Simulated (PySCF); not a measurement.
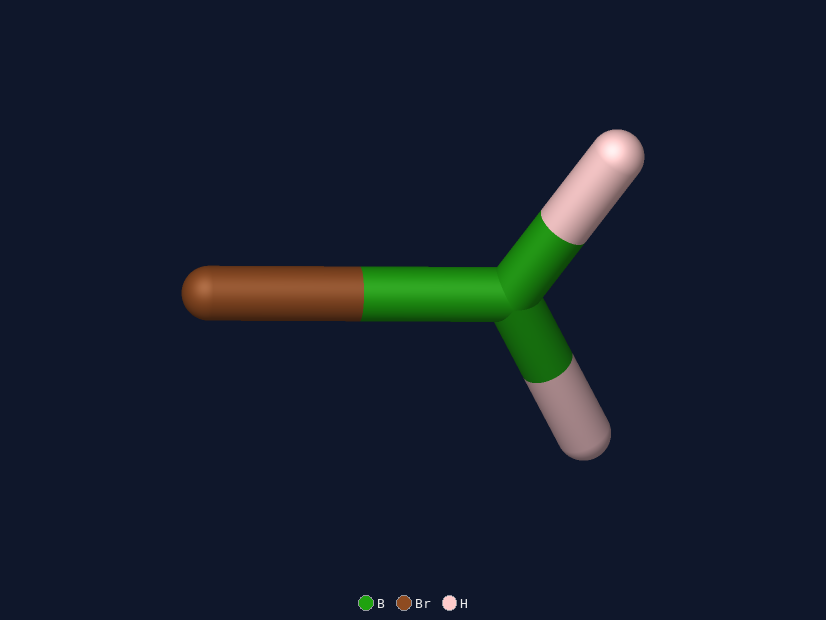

The computed structure is the end point of a PBE0-D3(BJ)/def2-SVP optimisation. No frequency run is at hand to confirm it as a minimum.

Give the structural formula.

SMILES: BBr

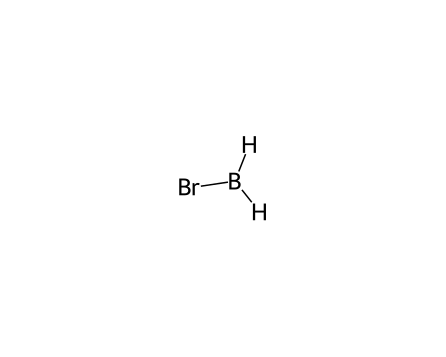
